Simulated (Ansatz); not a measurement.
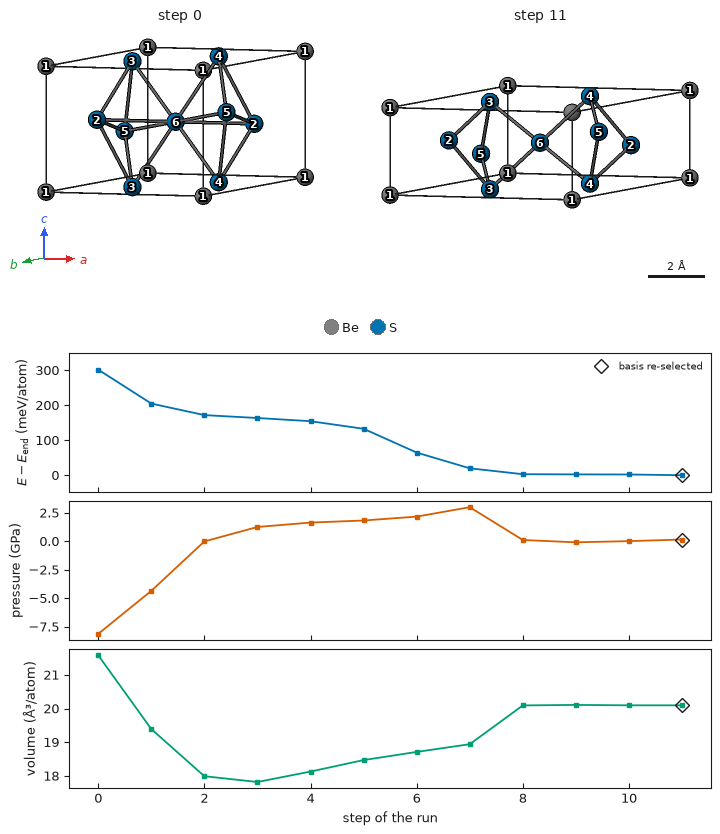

First and last geometry of a relaxation of solid BeS$_{5}$ (a generated structure, set up in P6/mmm) (coarse preliminary run), with the history of the run. A ball-and-stick model of the cell of the calculation, seen from a free direction.

Level of theory: DFT PBE, scalar-relativistic, plane waves, PAW in Ansatz 0.2.0. Settings: plane-wave cutoff 420 eV; k-point mesh 6 × 6 × 4; occupations gaussian; smearing width 0.1 eV; no spin polarisation; cell and atoms relaxed; force threshold 0.04 eV/Å; at most 70 steps.

What do the curves and the structures tell?

It converged. The atoms keep their places relative to the cell (all moves are under 0.005 Å). The volume changes by −6.9 %, with a = b 5.721 → 6.623 Å (+15.8 %), c 4.568 → 3.174 Å (−30.5 %). Among the contacts that change: S2–S5 2.861 → 3.312 Å, S2–S3 2.818 → 2.485 Å. The space group stays P6/mmm (No. 191). After 10 accepted moves (11 points after the start) the energy has fallen by 302 meV per atom. All forces vanish by symmetry, so only the cell relaxes. The pressure goes from −8.13 to 0.15 GPa. The SCF was repeated once at an unchanged geometry on a basis and grid sized afresh for the cell, which shifted the energy by 2.1 meV per atom at most. The run took 43 s on 1 thread of Intel(R) Xeon(R) Platinum 8259CL CPU @ 2.50GHz (Skylake/Cascade Lake) (shared host), peak memory 0.44 GiB.
